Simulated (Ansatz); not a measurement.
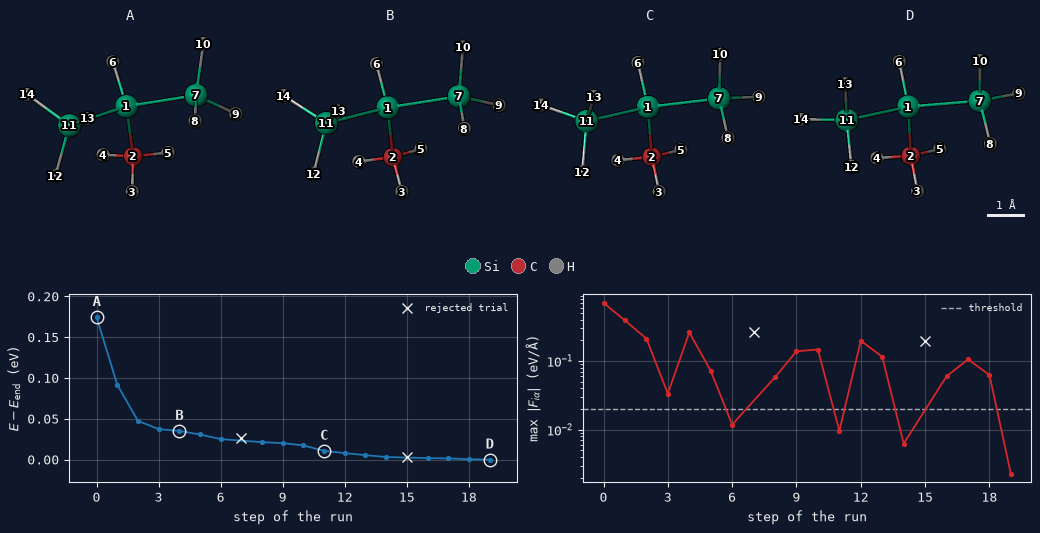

Frames of a relaxation of CH10Si3, marked on the history of the run. The picture is a ball-and-stick view, seen from a free direction.

The run prepares the start of a later molecular dynamics calculation, from a guessed geometry.

Theory: RKS PBE0-D4/STO-3G (Ansatz 0.2.0).

The input:
```yaml
crystal:
  periodic: [false, false, false]
  atoms:
    - { symbol: Si, position_ang: [0.0, 0.0, 0.0] }
    - { symbol: C, position_ang: [0.0, 0.0, 1.87] }
    - { symbol: H, position_ang: [-0.9996, -0.3092, 2.2405] }
    - { symbol: H, position_ang: [0.7676, -0.7111, 2.2405] }
    - { symbol: H, position_ang: [0.232, 1.0203, 2.2405] }
    - { symbol: H, position_ang: [1.3768, 0.0, -0.4862] }
    - { symbol: Si, position_ang: [-1.0456, 1.8115, -0.7393] }
    - { symbol: H, position_ang: [-2.4302, 1.478, -1.0607] }
    - { symbol: H, position_ang: [-1.0215, 2.8436, 0.2931] }
    - { symbol: H, position_ang: [-0.3743, 2.3069, -1.9374] }
    - { symbol: Si, position_ang: [-1.0456, -1.8115, -0.7393] }
    - { symbol: H, position_ang: [-1.7029, -2.4846, 0.3772] }
    - { symbol: H, position_ang: [-2.0454, -1.4265, -1.7311] }
    - { symbol: H, position_ang: [-0.0777, -2.7173, -1.3511] }
basis:
  gaussian: { orbitals: STO-3G }
hamiltonian:
  xc: pbe0
  dispersion: d4
relax:
  f_tol: 0.02
  max_steps: 40
```

Run as
```bash
ansatz run input.yaml --threads 1 --pin off --max-ram 2048MiB --backend cpu --events-out ev --progress --plain --runs-dir out
```

> What happens along the run?

After 17 accepted moves (19 points after the start) the energy has fallen by 0.175 eV. Largest force component: 0.7 eV/Å at the start, 0.0023 eV/Å at the end. The line search rejected the trial steps at points 7, 15 of the run. The forces were under the threshold at step 6, but the run went on from there. H13 moves most after the best rigid fit: 1.19 Å. Largest moves by element: H 1.19 Å, Si 0.19 Å, C 0.07 Å. Among the contacts that change: Si1–Si11 2.218 → 2.246 Å, Si11–H12 1.460 → 1.444 Å, C2–H3 1.110 → 1.094 Å, Si1–H6 1.460 → 1.447 Å. Among the angles between lasting bonds that change: Si7–Si1–Si11 109.5° → 112.4°, C2–Si1–H6 109.5° → 107.2°, Si1–C2–H3 109.5° → 111.6°. Groups turn about Si1–Si11 by about 45°, Si1–Si7 by about 35°. From step 0 to 4: H8 moves most (0.35 Å), energy −0.140 eV. From step 4 to 11: H13 moves most (0.44 Å), energy −0.024 eV. From step 11 to 19: H atoms move most (0.47 Å), energy −0.011 eV.

Limits of the set-up: STO-3G is a minimal basis, so the numbers are rough.
